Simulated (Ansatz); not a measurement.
# Is AlVGa in the AlB2 type a stable metal?, part 2 of 3

The plan: relax AlVGa in the AlB2 type, check its phonons, and, if the lattice is stable, compute its Eliashberg function and ρ(T).

Ansatz 0.2.0; DFT PBE, scalar-relativistic, plane waves, PAW; PAW set soft_1.

So far. Step 2 (Relaxation): The largest force is now zero by symmetry and the largest stress component 0.0042 GPa. Step 3 (Relaxing cell and atoms): The largest force is now zero by symmetry and the largest stress component 0.0024 GPa. The relaxed cell has a = 4.364, c = 2.673 Å (conventional setting).

The structure was built from a prototype and need not be the compound's stable phase.

**4. Relaxing tightly for phonons**

No force is left; the cell is relaxed once more with another smearing and tight thresholds.

File input.yaml:

```yaml
crystal:
  lattice:
    - [4.3639187902, 0.0, 0.0]
    - [-2.1819593951, 3.7792645324, 0.0]
    - [0.0, 0.0, 2.6731399469]
  atoms:
    - { symbol: V, position: [0.0, 0.0, 0.0] }
    - { symbol: Al, position: [0.3333333333, 0.6666666667, 0.5] }
    - { symbol: Ga, position: [0.6666666667, 0.3333333333, 0.5] }
kpoints:
  mp_grid: { grid: [9, 9, 12] }
hamiltonian:
  xc: pbe
  pseudopotentials: { kind: paw, azcp: { folder: soft_1 } }
scf:
  occupations: { method: methfessel_paxton, width: 0.2 }
output:
  forces: true
  stress: true
  eigenvalues: true
relax:
  adjacent_minimum: "off"
  f_tol: 0.001
  max_steps: 60
  cell: { stress_tol: 0.01 }
```

On the command line:

```sh
$ ansatz run input.yaml --threads 4 --pin off --max-ram 12288MiB --backend cpu --events-out ev --progress --plain --runs-dir out
```

Numbers of over 12 decimals in the logs are rounded to 6 here.

The log of the run:

```text
[the first part of the log is left out]
  E_vxc        = -232.173852  (∫ρ·V_xc dr)
  E_paw        = -3586.685429  (= ΣΔE_a)
  E_vpaw       = -623.182613  (= ΣTr[D̂ρ^β])
  E_aug_tail   = 0.000807  (compensation charges beyond the density's cutoff)
  E_ewald      = -2649.805078
  E_smearing   = 0.003964  (= −TS)
  E_closure    = 0.000000  (closes the sum)
  Σ components = -7233.146410   (vs F -7233.146410, Δ=0.00e0)
[...]
--- Stress (GPa, compression-positive) ---
       -0.001819      -0.000000       0.000000
       -0.000000      -0.001819       0.000000
        0.000000       0.000000      -0.000926
  P = ⅓ Tr σ = -0.0015 GPa (-0.015 kbar)
--- Band table (eV; the first three rows and the last of 84) ---
[...]
--- Relaxed structure (3 steps of the walk, 3 accepted, 1 SCFs on fresh bases) ---
[...]
cell:  # Å, volume = 44.0823 Å³
    - [4.364348, 0.0, 0.0]
    - [-2.182174, 3.779636, 0.0]
    - [0.0, 0.0, 2.672357]
  atoms:
    - { symbol: V, position: [0, 0, 0.0] }
    - { symbol: Al, position: [0.333333, 0.666667, 0.5] }
    - { symbol: Ga, position: [0.666667, 0.333333, 0.5] }
```

The job ended after 6.1 s (4 threads of AMD EPYC 7B13 (Zen 3), shared host; peak memory 0.51 GiB; 22 s of CPU time).

Little changed from the start: no atom moved by 0.005 Å and no cell edge by 0.1 %.

This step gave:

```
pressure        : -0.001521 GPa
volume per atom : 14.69 Å³/atom
```

The largest force is now zero by symmetry and the largest stress component 0.0018 GPa, small enough for phonons.

**5. Phonons by linear response: q 2×2×2, k 4×4×6**

Couplings are defined for a stable lattice alone, so phonons come first.

File input.yaml:

```yaml
crystal:
  lattice:
    - [4.3643482804, 0.0, 0.0]
    - [-2.1821741402, 3.7796364818, 0.0]
    - [0.0, 0.0, 2.6723567661]
  atoms:
    - { symbol: V, position: [0.0, 0.0, 0.0] }
    - { symbol: Al, position: [0.3333333333, 0.6666666667, 0.5] }
    - { symbol: Ga, position: [0.6666666667, 0.3333333333, 0.5] }
kpoints:
  mp_grid: { grid: [4, 4, 6] }
hamiltonian:
  xc: pbe
  pseudopotentials: { kind: paw, azcp: { folder: soft_1 } }
scf:
  occupations: { method: methfessel_paxton, width: 0.2 }
output:
  eigenvalues: true
phonons:
  method: dfpt
  qmesh: [2, 2, 2]
  temperatures: { t_max: 1000, t_step: 50 }
  qpath:
    path:
      - [[0.0, 0.0, 0.0], [0.5, 0.0, 0.0], [0.33333333, 0.33333333, 0.0], [0.0, 0.0, 0.0], [0.0, 0.0, 0.5], [0.5, 0.0, 0.5], [0.33333333, 0.33333333, 0.5], [0.0, 0.0, 0.5]]
      - [[0.5, 0.0, 0.5], [0.5, 0.0, 0.0]]
      - [[0.33333333, 0.33333333, 0.5], [0.33333333, 0.33333333, 0.0]]
    npoints: 10
```

The log of the run:

```text
[...]
Crystal: 3 atoms, lattice volume = 44.082 Å³
Basis set: ecut = 420 eV, 903 PW (Γ), exchange–correlation on 60×60×36 points (8 copies of the dense FFT grid, shifted against one another)
Bands: 19, of which v1, the nominal top of the filled ones, is band 15 counted from 1 (14 counted from 0)
Symmetry: 12 space group operations
k-points: 16 of 96 (time reversal used)
[...]
SCF iter   1: F=—  HF=-7233.769585 eV  |F-HF|=—  |Δ(HF+E_count)|=         —  Δρ=5.09e-2  dr2=2.41e0  ethr=3.10e-3  ⟨swp⟩=4.1  Hψ=1235  notcnv=0
[...]
SCF iter  11: F=-7233.187201 eV  HF=-7233.187201 eV  |F-HF|=9.09e-13  |Δ(HF+E_count)|=  2.09e-11  S|Δr|=    0.00e0  Δρ=2.67e-8  dr2=1.13e-13  ethr=1.00e-12  ⟨swp⟩=4.9  Hψ=1206  notcnv=0
SCF 1 converged in 11 iterations: F = -7233.187201 eV  dr2 = 1.13e-13
[...]
phonons: the bands overlap, so this run is a metal and interpolates without the dipole-dipole term. If the crystal is really an insulator or semiconductor, its LO-TO splitting is missing
NSCF: frozen V_eff on 16 k-points
[...]
DFPT response loops at q = (0, 0, 0) (fractional): preconditioner auto → Kerker (q_TF=auto, 2.544 Å⁻¹) (partly filled bands, converged f_vac=0.000); β = 1.00, the filter's whole step (`scf.mixing.beta` (0.50) is not read by the response loops under this deck's `scf.mixing.preconditioner`; to damp them name `kerker` or `kerker_dos`, under which they read `scf.mixing.beta`, and type it under 1.00, their step now; both keys bind the ground state too); Broyden in place of MSR1
[...]
SCF converged after 11 iterations
Stability not checked: this state was not tested for a lower state beside it, because cold or Methfessel-Paxton smearing, or corrected tetrahedra, fill the levels in a way that the test cannot read (fill_not_monotonic; see scf.lower_state_search)
Free energy (F): -7233.187201 eV
[...]
Internal energy: -7233.185566 eV  (E = F + TS)
E sigma→0 (E₀):  -7233.186792 eV
Entropy (-TS):   -0.001635 eV (-0.545 meV/atom)
Fermi energy:    12.409374 eV
[...]
--- Band table (eV; the first three rows and the last of 16) ---
  k-point 0: bands = [... 11 lower, 9.2376, 10.9443, 11.2942, 13.2428, 13.2428, 14.1706, 14.1706, 15.8534]
  k-point 1: bands = [... 11 lower, 9.7400, 11.3815, 11.8344, 12.2659, 12.2659, 15.3561, 15.3561, 15.8717]
  k-point 2: bands = [... 11 lower, 11.0475, 11.0475, 11.3614, 11.3614, 13.3641, 15.0451, 15.2665, 15.2665]
  k-point 15: bands = [... 11 lower, 8.8609, 10.2823, 10.7601, 13.1375, 13.2310, 13.6774, 14.3613, 15.0371]
--- Phonons (Γ-DFPT): 6 representative perturbations + reference (Σ response iterations 19) ---
  ASR residual: 3.156e-5 → 0.000e0 eV/Å²; symmetrization residual: 2.191e-6 eV/Å²
  ASR residual per site (eV/Å²): 4.98e-6 2.04e-5 3.16e-5
  Γ frequencies (cm⁻¹): 0.00 0.00 0.00 70.43 182.42 182.42 197.21 325.05 325.05
--- Phonons (arbitrary-q DFPT): 4 irreducible q on the 2×2×2 mesh ---
  q = [0.0000, 0.0000, 0.0000] (star 1, of the zone-centre solve; hermiticity 5.21e-7, symmetrization 2.93e-12): -0.00 -0.00 0.00 70.43 182.42 182.42 197.21 325.05 325.05
  q = [0.0000, 0.0000, -0.5000] (star 1, 6 solved perturbations in 132 linear systems a pass and spin channel, the states on 28 of 96 k-point pairs; hermiticity 8.29e-8, symmetrization 1.32e-12): 115.92 115.92 162.68 189.99 251.67 251.67 324.21 324.21 351.18
  q = [0.0000, -0.5000, 0.0000] (star 3, 9 solved perturbations on 28 of 96 k-point pairs; hermiticity 3.09e-7, symmetrization 4.15e-14): 64.14 78.41 98.24 131.65 160.10 183.29 194.99 316.12 335.49
[...]
sum rule: each row above includes the acoustic sum rule's correction from the zone centre's row sums; it moved no ω² by more than (0.45 cm⁻¹)²
  mesh force constants: q→R imaginary residual 2.03e-17; ASR residual 3.156e-5 → 0.000e0 eV/Å²; symmetrization residual 2.665e-15 eV/Å²
  interpolated dispersion: 93 rows × 9 modes
  density of states and harmonic sums: on the 16×16×24 q-mesh, interpolated from the force constants of a 2×2×2 supercell (no non-analytic term)
  largest difference from the sums on the solved wave vectors: F 5.49e-2 eV, S 8.63e-5 and C_V 3.14e-5 eV/K
  zero-point energy: 0.113684 eV/cell   skipped modes (ω ≤ 0): 11, of them read as no rigid motion or as one in doubt: 8 (9.766e-3 modes/cell left out, lowest -18.40 cm⁻¹)   left out of the sums: 1.14e-3 of the cell's modes: C_V's classical limit lies that fraction below 3 k_B per atom; for a crystal, a wire or a layer, F and S can be off by more, and a phonons.interpolated_qmesh denser along its periods is the remedy for the sampling
```

Elapsed: 18 s, on 4 threads; peak memory 0.55 GiB.

The column dr2 measures how far the density is from self-consistency, as an energy; F and HF (Harris–Foulkes) agree once it is small.

Numbers from this step:

- zero point energy: 0.1137 eV/cell
- share of imaginary modes in the plain interpolation between solved wavevectors: 0.0013
- highest frequency, solved or plainly interpolated: 358.6 cm⁻¹
- Debye temperature (second moment): 414 K

Solved on the 2×2×2 mesh alone; all other wavevectors are interpolated. The phonon branches at the labelled points (cm⁻¹):

```tsv
point	branch 1	branch 2	branch 3	branch 4	branch 5	branch 6	branch 7	branch 8	branch 9
Γ	0	0	0	70	182	182	197	325	325
M	64	78	98	132	160	183	195	316	336
K	66	85	122	136	139	183	209	309	336
Γ	0	0	0	70	182	182	197	325	325
A	116	116	163	190	252	252	324	324	351
L	94	163	163	197	216	238	325	335	359
H	91	160	182	193	200	247	308	349	358
A	116	116	163	190	252	252	324	324	351
jump to L	94	163	163	197	216	238	325	335	359
M	64	78	98	132	160	183	195	316	336
jump to H	91	160	182	193	200	247	308	349	358
K	66	85	122	136	139	183	209	309	336
```

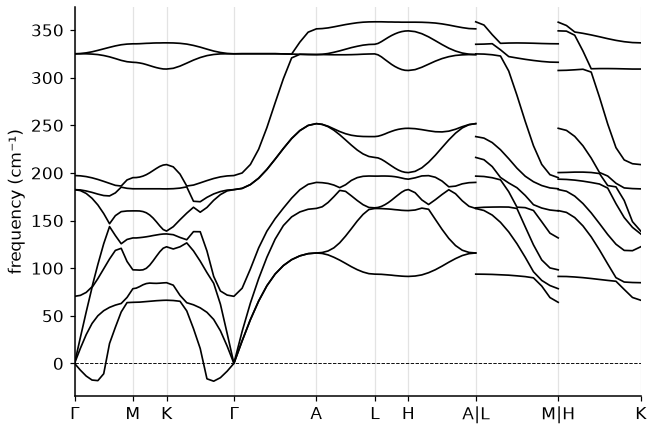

Phonon branches along the path.

Lowest modes at the softest wavevector of the mesh. Modes at q = (0.500, 0.500, 0.000), with each element's share of the kinetic energy:

```tsv
mode	frequency (cm⁻¹)	V %	Al %	Ga %
1	64.1	1	1	99
2	78.4	57	1	42
3	98.2	35	29	37
4	131.7	8	91	1
5	160.1	17	8	75
6	183.3	92	8	0
```

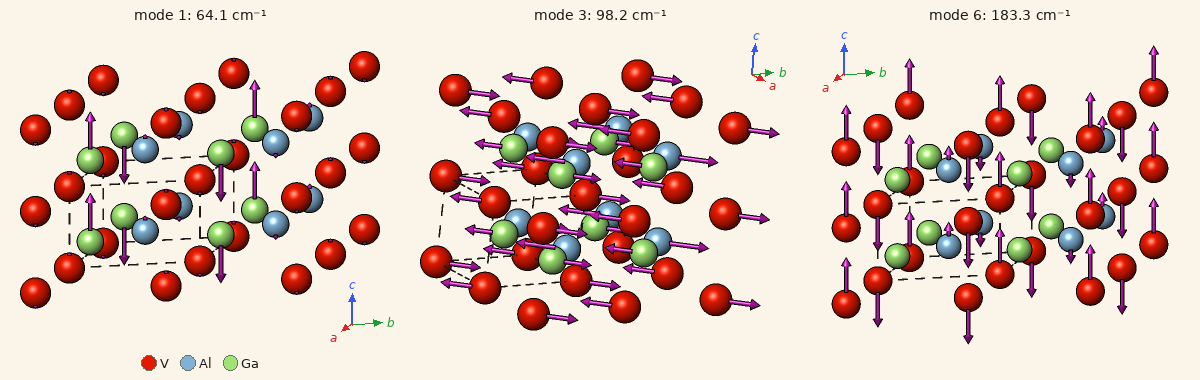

Displacement patterns of modes 1, 3 and 6 at q = (0.500, 0.500, 0.000); arrows are exaggerated. 2×2×2 cells are drawn. Some periodic images of atoms are drawn too.

The modes has structure finer than the step of the table below, so its rows give means over 20 cm⁻¹, whole bins alone (the curve runs from -28.7 to 378 cm⁻¹). Peaks (cm⁻¹: height): Al 91.7: 0.00955, 322.2: 0.0716, 335.0: 0.0593; Ga 91.7: 0.0406, 160.8: 0.0357, 335.0: 0.0151; V 189.0: 0.0472.

Phonopy on the run's constants, 15x15x21 mesh, Gaussian sigma 2.9 cm⁻¹. The modes by wavenumber; means over each step; values in 1/cm⁻¹/cell:

```tsv
wavenumber (cm⁻¹)	Al	Ga	V
0	4.8e-5	1.3e-4	9.9e-5
20	3.3e-4	8.9e-4	6.7e-4
40	6.3e-4	0.00215	0.00127
60	0.00109	0.00906	0.00200
80	0.00412	0.0191	0.00273
100	0.00595	0.0231	0.00291
120	0.00451	0.0117	0.00661
140	0.00571	0.0150	0.0101
160	0.00434	0.0268	0.0183
180	0.00381	0.0130	0.0349
200	0.00534	0.00752	0.0333
220	0.00378	0.00252	0.0165
240	0.00378	0.00309	0.0133
260	0.00160	6.9e-5	7.5e-4
280	0.00272	5.2e-5	6.3e-4
300	0.00684	1.5e-4	7.5e-4
320	0.0522	0.00682	0.00240
340	0.0366	0.00853	0.00206
360	0.00648	1.3e-4	6.4e-4
```

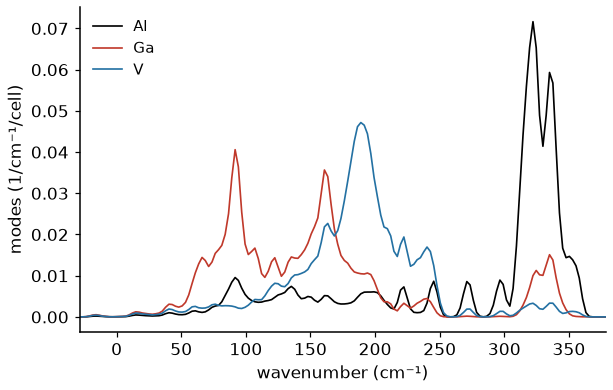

Modes against wavenumber.

No LO-TO term; unit eigenvectors of the mass-weighted matrix. Modes at Γ, with each element's share of the kinetic energy:

```tsv
mode	frequency (cm⁻¹)	symmetry	V %	Al %	Ga %
1	0.0	unnamed	35	18	47
2	0.0	unnamed	34	18	47
3	0.0	unnamed	34	18	47
4	70.4	A2''	14	37	49
5	182.4	E'	63	2	34
6	182.4	E'	63	2	34
7	197.2	A2''	51	45	4
8	325.0	E'	2	79	18
9	325.0	E'	2	79	18
```

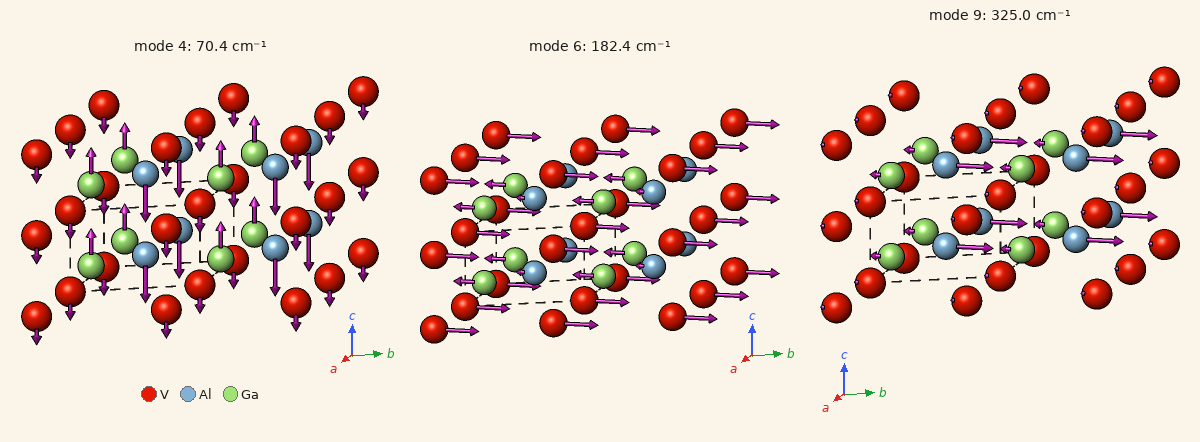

Displacement patterns of modes 4, 6 and 9 at Γ; arrows are exaggerated. 2×2×2 cells are drawn. Some periodic images of atoms are drawn too.

Among the solved wavevectors the lowest mode, translations apart, is 64.1 cm⁻¹, so these are real on this k mesh.

**6. Resistivity: q 2×2×2, k 4×4×6, scattering 8×8×12**

The cheapest meshes give a first estimate and the cost of a run.

input.yaml, as its differences from that of step 5:

```diff
@@ -28 +28,6 @@
     npoints: 10
+  electrical_resistivity:
+    mesh: [8, 8, 12]
+    temperatures: [20.0, 50.0, 77.0, 100.0, 150.0, 200.0, 300.0, 400.0, 600.0, 800.0]
+  superconductivity: { mesh: [8, 8, 12], eliashberg_equations: false }
+  electron_occupations: "off"
```

The log of the run:

```text
[the first part of the log is left out]
  E_nonlocal   = -0.659335
  E_hartree    = 1455.075895
  E_xc         = -217.188468
  E_vxc        = -232.201936  (∫ρ·V_xc dr)
  E_paw        = -3586.551041  (= ΣΔE_a)
  E_vpaw       = -622.937992  (= ΣTr[D̂ρ^β])
  E_aug_tail   = 0.000807  (compensation charges beyond the density's cutoff)
  E_ewald      = -2649.805078
  E_smearing   = -0.001635  (= −TS)
  E_closure    = 0.000000  (closes the sum)
  Σ components = -7233.187201   (vs F -7233.187201, Δ=0.00e0)
--- Band table (eV; the first three rows and the last of 16) ---
  k-point 0: bands = ["-51.5599", "-25.4475", "-25.4475", "-25.0953", "-2.6161", "-2.3517", "-2.3517", "-2.2089", "-2.2089", "1.4141", "9.2376", "9.2376", "10.9443", "11.2942", "13.2428", "13.2428", "14.1706", "14.1706", "15.8534"]
  k-point 1: bands = ["-51.5449", "-25.4338", "-25.4338", "-25.2142", "-2.5001", "-2.3437", "-2.3437", "-2.2688", "-2.2688", "2.0092", "9.7400", "9.7400", "11.3815", "11.8344", "12.2659", "12.2659", "15.3561", "15.3561", "15.8717"]
  k-point 2: bands = ["-51.5150", "-25.4478", "-25.4064", "-25.4064", "-2.3855", "-2.3855", "-2.3270", "-2.3270", "-2.2760", "3.7809", "10.2052", "11.0475", "11.0475", "11.3614", "11.3614", "13.3641", "15.0451", "15.2665", "15.2665"]
  k-point 15: bands = ["-51.4998", "-25.5615", "-25.3953", "-25.3942", "-2.4511", "-2.4433", "-2.3116", "-2.3025", "-2.1512", "7.1783", "8.8423", "8.8609", "10.2823", "10.7601", "13.1375", "13.2310", "13.6774", "14.3613", "15.0371"]
--- Phonons (Γ-DFPT): 6 representative perturbations + reference (Σ response iterations 25) ---
  ASR residual: 2.816e-5 → 0.000e0 eV/Å²; symmetrization residual: 1.889e-7 eV/Å²
  ASR residual per site (eV/Å²): 8.48e-6 1.98e-5 2.82e-5
  Γ frequencies (cm⁻¹): 0.00 0.00 0.00 70.43 182.42 182.42 197.21 325.05 325.05
--- Phonons (arbitrary-q DFPT): 4 irreducible q on the 2×2×2 mesh ---
  q = [0.0000, 0.0000, 0.0000] (star 1, of the zone-centre solve; hermiticity 4.50e-8, symmetrization 2.93e-12): -0.00 0.00 0.00 70.43 182.42 182.42 197.21 325.05 325.05
  q = [0.0000, 0.0000, -0.5000] (star 1, 6 solved perturbations in 132 linear systems a pass and spin channel, the states on 28 of 96 k-point pairs; hermiticity 2.44e-8, symmetrization 1.47e-12): 115.92 115.92 162.68 189.99 251.67 251.67 324.21 324.21 351.18
  q = [0.0000, -0.5000, 0.0000] (star 3, 9 solved perturbations on 28 of 96 k-point pairs; hermiticity 5.33e-8, symmetrization 3.65e-14): 64.14 78.41 98.24 131.65 160.10 183.29 194.99 316.12 335.49
  q = [0.0000, -0.5000, -0.5000] (star 3, 9 solved perturbations on 28 of 96 k-point pairs; hermiticity 3.05e-8, symmetrization 3.47e-13): 93.66 162.59 163.31 196.62 216.24 238.10 324.88 335.04 358.62
  sum rule: each row above includes the acoustic sum rule's correction from the zone centre's row sums; it moved no ω² by more than (0.45 cm⁻¹)²
  mesh force constants: q→R imaginary residual 2.03e-17; ASR residual 2.816e-5 → 0.000e0 eV/Å²; symmetrization residual 3.553e-15 eV/Å²
  interpolated dispersion: 93 rows × 9 modes
  density of states and harmonic sums: on the 16×16×24 q-mesh, interpolated from the force constants of a 2×2×2 supercell (no non-analytic term)
  largest difference from the sums on the solved wave vectors: F 5.49e-2 eV, S 8.63e-5 and C_V 3.14e-5 eV/K
  zero-point energy: 0.113684 eV/cell   skipped modes (ω ≤ 0): 11, of them read as no rigid motion or as one in doubt: 8 (9.766e-3 modes/cell left out, lowest -18.40 cm⁻¹)   left out of the sums: 1.14e-3 of the cell's modes: C_V's classical limit lies that fraction below 3 k_B per atom; for a crystal, a wire or a layer, F and S can be off by more, and a phonons.interpolated_qmesh denser along its periods is the remedy for the sampling
Error: electrical resistivity: the mode of lowest frequency at the wavevector [0.1250, 0.1250, 0.0000] is imaginary, -17.77 cm⁻¹ (written negative): every mode at the wavevectors of the force constants' own supercell is real, and this one is interpolated between them; take force constants of more repeats (phonons.supercell, under dfpt phonons.qmesh), or, with a block electrical_resistivity or superconductivity, name a file of force constants under which the crystal is stable (phonons.electron_phonon_force_constants)
The harmonic force constants that this run solved are whole in <dir>
```

Run time: 22 s. Hardware: 4 threads; peak memory 0.56 GiB.

The run ended with an error.

The program's message: “electrical resistivity: the mode of lowest frequency at the wavevector [0.1250, 0.1250, 0.0000] is imaginary, -17.77 cm⁻¹ (written negative): every mode at the wavevectors of the force constants' own …”

The run stops because a mode is imaginary on the scattering mesh, where no scattering rate is defined; denser k meshes, other smearings and, between solved wavevectors, finer q meshes show whether the instability is real.

(Part 2 of 3 ends here.)

[Logs are printed without paths, hosts, clocks, repeated set-up lines and the standing remarks that a program may print on its own settings, such as how far it seeks lower states.]

[Hosts, paths, dates, database ids (printed as entryN), source tags and the programs' standing remarks are cut or masked in the printed files.]
